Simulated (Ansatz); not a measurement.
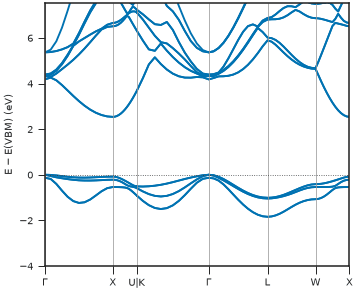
Figure. Band structure from DFT-r²SCAN with spin–orbit coupling in the program Ansatz with PAW potentials

Question: Read off the gap and where the band edges lie.

Answer: About 2.5 eV (2.54 eV by a search for the band edges); maximum at Γ, minimum at X.

The material is BaS (rock salt, space group No. 225).

Space group Fm-3m (rock salt). The cell was relaxed with r²SCAN under the symmetry of its start; phonons on a q-mesh show no instability.

Potentials: the later of the program's two PAW sets.
